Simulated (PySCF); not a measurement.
**Ge₂H₆Se: a tour of settings**

Which settings matter for Ge₂H₆Se (`[GeH3][Se][GeH3]`), and how do bad ones show?

Programs: PySCF 2.14.0, with density-fitted response routines of our own. Each step states its level of theory. These are calculated values for one molecule, in the gas phase or a continuum, unless marked as measured. Atoms are numbered from 0 throughout.

**1. The starting structure**

9 atoms, charge 0, multiplicity 1; geometry from: GFN2-xTB.

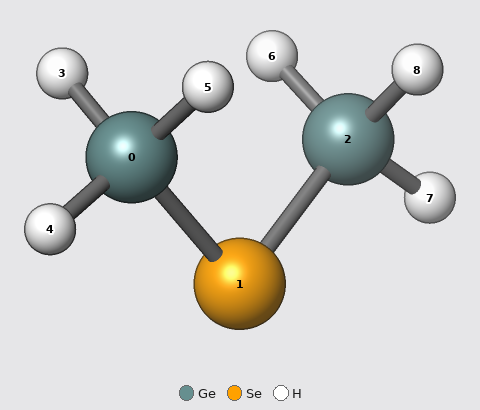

As it starts; germanium teal, selenium orange, hydrogen white, atoms numbered.

**2. Spin-spin couplings: PBE0/def2-TZVPP**

The job: settings as JSON, then the geometry in Å.

```
{"job": {"kind": "j", "xc": "PBE0", "basis": "def2-TZVPP"}, "charge": 0, "multiplicity": 1}
Ge     1.606501     0.579993     0.275340
Se    -0.068599     0.881920    -1.311073
Ge    -1.608566    -0.521125    -0.274632
H      2.026592    -0.861422     0.373946
H      2.782628     1.406195    -0.148346
H      1.163011     1.019034     1.644249
H     -1.088268    -1.928148    -0.159559
H     -2.852517    -0.524355    -1.109955
H     -1.947221    -0.046097     1.112089
```

Level: PBE0/def2-TZVPP indirect spin-spin coupling, non-relativistic, gas phase.

Started as:

```bash
> OMP_NUM_THREADS=1 python probes_run.py task.json out
```

This one command runs all jobs of the session in turn.

The program printed:

```text
coarse grid: 37000 points
cycle   1  E = -6558.3225118209  dE = -1.943e+00  |g| = 9.292e-01  |ddm| = 2.345e+00
cycle   2  E = -6558.2937335392  dE =  2.878e-02  |g| = 1.073e+00  |ddm| = 8.318e-01
cycle   3  E = -6558.3865756802  dE = -9.284e-02  |g| = 8.364e-02  |ddm| = 4.972e-01
cycle   4  E = -6558.3873747638  dE = -7.991e-04  |g| = 1.560e-02  |ddm| = 5.745e-02
cycle   5  E = -6558.3874210191  dE = -4.626e-05  |g| = 5.810e-03  |ddm| = 2.164e-02
cycle   6  E = -6558.3874329388  dE = -1.192e-05  |g| = 6.041e-04  |ddm| = 7.536e-03
cycle   7  E = -6558.3874330512  dE = -1.124e-07  |g| = 1.796e-04  |ddm| = 7.018e-04
final grid: 71384 points
cycle   8  E = -6558.3875020382  dE = -4.792e-08  |g| = 1.843e-04  |ddm| = 1.360e-03
cycle   9  E = -6558.3875020373  dE =  9.313e-10  |g| = 2.066e-04  |ddm| = 3.434e-04
cycle  10  E = -6558.3875020479  dE = -1.062e-08  |g| = 2.358e-05  |ddm| = 1.580e-04
cycle  11  E = -6558.3875020480  dE = -4.638e-11  |g| = 5.263e-06  |ddm| = 1.577e-05
converged SCF energy = -6558.3875020480

Indirect spin-spin couplings (Hz)
  i      j    bonds     total        FC       PSO       DSO        SD
  3 H    4 H    2      3.160     6.129     1.248    -4.283     0.066
  3 H    5 H    2      9.040    11.684     1.149    -3.863     0.070
  3 H    6 H    4      1.688     0.051    -0.601     2.231     0.006
  3 H    7 H    4     -1.924    -0.216     0.663    -2.372     0.001
  3 H    8 H    4     -0.355    -0.062     0.194    -0.480    -0.007
  4 H    5 H    2      3.156     6.127     1.248    -4.286     0.066
  4 H    6 H    4     -1.923    -0.215     0.663    -2.371     0.001
  4 H    7 H    4      4.935     6.911     0.774    -2.758     0.008
  4 H    8 H    4     -1.914    -0.208     0.662    -2.369     0.001
  5 H    6 H    4     -0.356    -0.062     0.194    -0.481    -0.007
  5 H    7 H    4     -1.913    -0.207     0.662    -2.369     0.001
  5 H    8 H    4      1.695     0.049    -0.604     2.244     0.006
  6 H    7 H    2      3.192     6.162     1.248    -4.285     0.066
  6 H    8 H    2      9.003    11.650     1.149    -3.867     0.070
  7 H    8 H    2      3.170     6.140     1.248    -4.285     0.066
```

It took 53 s on 1 thread of Arm Neoverse V2, shared host; peak memory 0.9 GiB.

This basis has no tight s functions, so the Fermi-contact terms are rough.

Couplings of 1 Hz or more, nine at most for each number of bonds, with means over like pairs (isotopes 1H):

```
 pair  bonds  J (Hz)  Fermi contact (Hz)
H3–H4      2     5.1                 8.0
```

The response was solved for the nuclei of H alone, so couplings that need other nuclei can be missing.

Quadrupole couplings from the field gradients of the same density:

```
atom  isotope  eQq/h (MHz)     η
 Ge2     73Ge        -56.8  0.05
 Ge0     73Ge        -56.8  0.05
```

**3. Indirect couplings: BHandHLYP/pcSseg-1**

Same as in step 2 but for these lines:

```diff
@@ -1,2 +1,2 @@
-{"job": {"kind": "j", "xc": "PBE0", "basis": "def2-TZVPP"}, "charge": 0, "multiplicity": 1}
+{"job": {"kind": "j", "xc": "BHandHLYP", "basis": "pcSseg-1", "grid": 3, "scf": {"guess": "huckel"}}, "charge": 0, "multiplicity": 1}
 Ge     1.606501     0.579993     0.275340
```

Level: BHandHLYP/pcSseg-1 indirect spin-spin coupling, non-relativistic, gas phase.

The program printed:

```text
final grid: 120552 points
cycle   1  E = -6558.1432773278  dE = -5.502e-01  |g| = 1.053e+00  |ddm| = 3.221e+00
cycle   2  E = -6558.1743100350  dE = -3.103e-02  |g| = 1.250e+00  |ddm| = 2.246e+00
cycle   3  E = -6558.4237016772  dE = -2.494e-01  |g| = 9.676e-02  |ddm| = 9.205e-01
cycle   4  E = -6558.4267535614  dE = -3.052e-03  |g| = 2.088e-02  |ddm| = 1.356e-01
cycle   5  E = -6558.4268912210  dE = -1.377e-04  |g| = 5.022e-03  |ddm| = 3.169e-02
cycle   6  E = -6558.4268969056  dE = -5.685e-06  |g| = 1.894e-03  |ddm| = 7.753e-03
cycle   7  E = -6558.4268973022  dE = -3.966e-07  |g| = 2.894e-04  |ddm| = 1.636e-03
cycle   8  E = -6558.4268973346  dE = -3.237e-08  |g| = 3.671e-05  |ddm| = 6.359e-04
cycle   9  E = -6558.4268973357  dE = -1.068e-09  |g| = 8.689e-06  |ddm| = 1.116e-04
cycle  10  E = -6558.4268973357  dE = -5.275e-11  |g| = 1.848e-06  |ddm| = 2.348e-05
converged SCF energy = -6558.4268973357

Indirect spin-spin couplings (Hz)
  i      j    bonds     total        FC       PSO       DSO        SD
  3 H    4 H    2      5.252     8.256     1.240    -4.297     0.052
  3 H    5 H    2     11.562    14.238     1.140    -3.878     0.062
  3 H    6 H    4      1.878     0.267    -0.622     2.229     0.005
  3 H    7 H    4     -1.817    -0.118     0.675    -2.373    -0.001
  3 H    8 H    4     -0.273     0.036     0.175    -0.482    -0.002
  4 H    5 H    2      5.247     8.253     1.241    -4.300     0.052
  4 H    6 H    4     -1.816    -0.118     0.675    -2.373    -0.001
  4 H    7 H    4      4.911     6.860     0.804    -2.759     0.007
  4 H    8 H    4     -1.809    -0.112     0.675    -2.371    -0.001
  5 H    6 H    4     -0.275     0.036     0.175    -0.483    -0.002
  5 H    7 H    4     -1.808    -0.112     0.674    -2.370    -0.001
  5 H    8 H    4      1.882     0.261    -0.626     2.242     0.005
  6 H    7 H    2      5.281     8.288     1.241    -4.300     0.052
  6 H    8 H    2     11.523    14.201     1.141    -3.882     0.062
  7 H    8 H    2      5.264     8.270     1.241    -4.299     0.052
```

Run time: 34 s. Hardware: 1 thread of Arm Neoverse V2, shared host; peak memory 0.81 GiB.

The basis is not made for couplings: without tight functions at the nuclei these values are rough.

Key values: J(H3,H4) 7.4 Hz (means over like pairs).

**4. J couplings: KT2/cc-pVTZ in water**

Same as in step 3 but for these lines:

```diff
@@ -1,2 +1,2 @@
-{"job": {"kind": "j", "xc": "BHandHLYP", "basis": "pcSseg-1", "grid": 3, "scf": {"guess": "huckel"}}, "charge": 0, "multiplicity": 1}
+{"job": {"kind": "j", "xc": "KT2", "basis": "cc-pVTZ", "solvent": "water", "scf": {"guess": "atom", "aux": "def2-universal-jkfit"}}, "charge": 0, "multiplicity": 1}
 Ge     1.606501     0.579993     0.275340
```

With the program's defaults for keys left out, this is: KT2/cc-pVTZ indirect spin-spin coupling, non-relativistic, IEF-PCM water.

The program printed:

```text
final grid: 71384 points
cycle   1  E = -6585.7528163856  dE =  4.671e-01  |g| = 3.260e-01  |ddm| = 5.500e+00
cycle   2  E = -6585.7597350396  dE = -6.919e-03  |g| = 3.662e-01  |ddm| = 1.538e+00
cycle   3  E = -6585.7908249729  dE = -3.109e-02  |g| = 5.463e-02  |ddm| = 6.134e-01
cycle   4  E = -6585.7915759242  dE = -7.510e-04  |g| = 1.183e-02  |ddm| = 1.241e-01
cycle   5  E = -6585.7916231833  dE = -4.726e-05  |g| = 5.475e-03  |ddm| = 2.868e-02
cycle   6  E = -6585.7916285749  dE = -5.392e-06  |g| = 4.659e-04  |ddm| = 5.828e-03
cycle   7  E = -6585.7916286467  dE = -7.181e-08  |g| = 7.746e-05  |ddm| = 1.481e-03
cycle   8  E = -6585.7916286489  dE = -2.201e-09  |g| = 1.625e-05  |ddm| = 1.939e-04
cycle   9  E = -6585.7916286490  dE = -7.549e-11  |g| = 6.375e-06  |ddm| = 3.451e-05
converged SCF energy = -6585.7916286490

Indirect spin-spin couplings (Hz)
  i      j    bonds     total        FC       PSO       DSO        SD
  3 H    4 H    2      5.699     8.869     1.058    -4.292     0.063
  3 H    5 H    2     13.258    16.080     0.982    -3.869     0.065
  3 H    6 H    4      1.514    -0.229    -0.495     2.231     0.007
  3 H    7 H    4     -2.372    -0.551     0.554    -2.375     0.001
  3 H    8 H    4     -0.424    -0.114     0.179    -0.481    -0.008
  4 H    5 H    2      5.698     8.871     1.058    -4.295     0.063
  4 H    6 H    4     -2.372    -0.552     0.554    -2.375     0.001
  4 H    7 H    4      7.900    10.000     0.653    -2.761     0.008
  4 H    8 H    4     -2.359    -0.540     0.553    -2.373     0.001
  5 H    6 H    4     -0.425    -0.114     0.179    -0.483    -0.008
  5 H    7 H    4     -2.359    -0.541     0.553    -2.372     0.001
  5 H    8 H    4      1.519    -0.233    -0.499     2.244     0.007
  6 H    7 H    2      5.737     8.910     1.058    -4.294     0.063
  6 H    8 H    2     13.208    16.034     0.982    -3.873     0.065
  7 H    8 H    2      5.711     8.883     1.058    -4.294     0.063
```

Run time: 23 s. Hardware: 1 thread of Arm Neoverse V2, shared host; peak memory 0.83 GiB.

The basis is not made for couplings: without tight functions at the nuclei these values are rough.

This run: J(H3,H4) 8.2 Hz (means over like pairs).

**5. Ultraviolet spectrum: BP86/def2-SVPD**

Same as in step 4 but for these lines:

```diff
@@ -1,2 +1,2 @@
-{"job": {"kind": "j", "xc": "KT2", "basis": "cc-pVTZ", "solvent": "water", "scf": {"guess": "atom", "aux": "def2-universal-jkfit"}}, "charge": 0, "multiplicity": 1}
+{"job": {"kind": "uv", "xc": "BP86", "basis": "def2-SVPD", "nstates": 1, "ntriplets": 2, "tda": true, "grid": 4, "scf": {"conv": 1e-06}}, "charge": 0, "multiplicity": 1}
 Ge     1.606501     0.579993     0.275340
```

Method: TDA BP86/def2-SVPD, vertical, gas phase, core orbitals frozen in the response.

The program printed:

```text
final grid: 184808 points
cycle   1  E = -6559.1296353255  dE = -1.932e+00  |g| = 7.561e-01  |ddm| = 3.453e+00
cycle   2  E = -6559.0658602339  dE =  6.378e-02  |g| = 9.894e-01  |ddm| = 1.470e+00
cycle   3  E = -6559.1834850703  dE = -1.176e-01  |g| = 1.500e-01  |ddm| = 1.098e+00
cycle   4  E = -6559.1890199895  dE = -5.535e-03  |g| = 2.668e-02  |ddm| = 2.489e-01
cycle   5  E = -6559.1892500057  dE = -2.300e-04  |g| = 6.522e-03  |ddm| = 6.831e-02
cycle   6  E = -6559.1892658813  dE = -1.588e-05  |g| = 1.915e-03  |ddm| = 1.884e-02
cycle   7  E = -6559.1892672049  dE = -1.324e-06  |g| = 3.706e-04  |ddm| = 3.149e-03
cycle   8  E = -6559.1892672626  dE = -5.770e-08  |g| = 5.207e-05  |ddm| = 6.692e-04
converged SCF energy = -6559.1892672626

Static polarisability (au): isotropic 95.252, principal 78.266 91.576 115.915

Singlet excitations
state   eV       nm        f      main configurations
  1   4.7196    262.7   0.02108   H->L 0.99

Triplet excitations (Tamm-Dancoff, eV): 4.2992 4.4012
```

It took 18 s on 1 thread of Arm Neoverse V2, shared host; peak memory 0.57 GiB.

The orbitals next to the gap, with their largest atomic shares:

```
orbital     eV                         atoms
 HOMO−3  -8.57   Ge0 22 %, Ge2 22 %, H3 13 %
 HOMO−2  -8.05  Se1 26 %, Ge0 20 %, Ge2 20 %
 HOMO−1  -7.61  Se1 56 %, Ge2 13 %, Ge0 13 %
   HOMO  -5.90    Se1 73 %, Ge0 9 %, Ge2 9 %
   LUMO  -1.40  Se1 35 %, Ge0 18 %, Ge2 18 %
 LUMO+1  -1.30  Se1 42 %, Ge2 17 %, Ge0 16 %
 LUMO+2  -0.51   Ge0 25 %, Ge2 25 %, H4 13 %
```

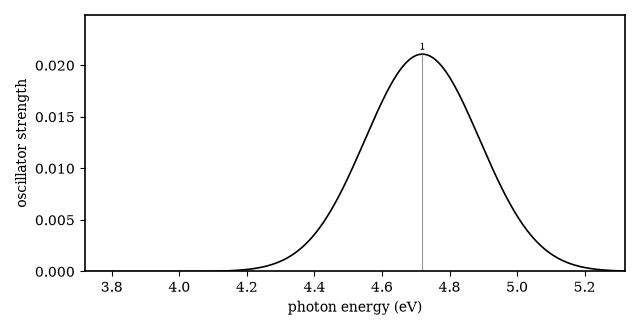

Absorption spectrum from the 1 singlet states computed; above the last one it falls off for lack of states. Lines are broadened to a width of 0.40 eV (Gaussian).

Further results of this job:

```
           property  computed
  dipole moment (D)      0.92
polarisability (Å³)     14.11
 HOMO–LUMO gap (eV)      4.51
      −ε(HOMO) (eV)      5.90
```

**6. Spin-spin couplings: M06-2X/pcJ-1**

Same as in step 5 but for these lines:

```diff
@@ -1,2 +1,2 @@
-{"job": {"kind": "uv", "xc": "BP86", "basis": "def2-SVPD", "nstates": 1, "ntriplets": 2, "tda": true, "grid": 4, "scf": {"conv": 1e-06}}, "charge": 0, "multiplicity": 1}
+{"job": {"kind": "j", "xc": "M06-2X", "basis": "pcJ-1", "scf": {"conv": 0.01, "aux": "def2-universal-jfit", "max_cycle": 92}}, "charge": 0, "multiplicity": 1}
 Ge     1.606501     0.579993     0.275340
```

With the program's defaults for keys left out, this is: M06-2X/pcJ-1.

The program printed:

```text
NotImplementedError: meta-GGA kernel
```

Wall time 3.1 s (1 thread of Arm Neoverse V2, shared host); peak memory 0.54 GiB.

Diagnosis: This response code has no terms for the kinetic-energy density, so it refuses meta-GGA functionals here. Cure: take a GGA or a hybrid, or another code.

**7. Comparing the runs: spin-spin couplings**

Couplings (Hz), each a mean over the pairs like the one named, with basis size and wall time:

```
                 run  H3–H4  functions  time
     PBE0/def2-TZVPP    5.1        228  53 s
  BHandHLYP/pcSseg-1    7.4        153  34 s
KT2/cc-pVTZ in water    8.2        213  23 s
```

**8. Summary of results**

```
                                       quantity                                            value
largest coupling of the table (PBE0/def2-TZVPP)                            2J(H,H) H3–H4, 5.1 Hz
                lowest singlet (BP86/def2-SVPD)                      4.72 eV (263 nm), f = 0.021
                                 lowest triplet                                          4.30 eV
        range of J(H3,H4), mean over like pairs                                    5.1 to 8.2 Hz
                  property runs in this session  5, of which 1 failed and 0 gave unsound results
```

**Reading.** Single values in the summary come from the first run of each kind that ended normally (PBE0/def2-TZVPP; BP86/def2-SVPD), which need not be the best level. Of the pairs tabulated at PBE0/def2-TZVPP, H3–H4 (mean over like pairs) couples most strongly (5.1 Hz; Fermi contact 8.0 Hz). The lowest singlet, at 4.72 eV, is HOMO→LUMO 0.99 and is weak. The lowest triplet lies 0.42 eV below the lowest singlet. The coupling H3–H4, as a mean over pairs of its kind, runs from 5.1 Hz (PBE0/def2-TZVPP) to 8.2 Hz (KT2/cc-pVTZ in water). Spin-orbit coupling is left out, which matters for shieldings and couplings at and beside the heavy atoms. Couplings from bases without tight functions are rough.
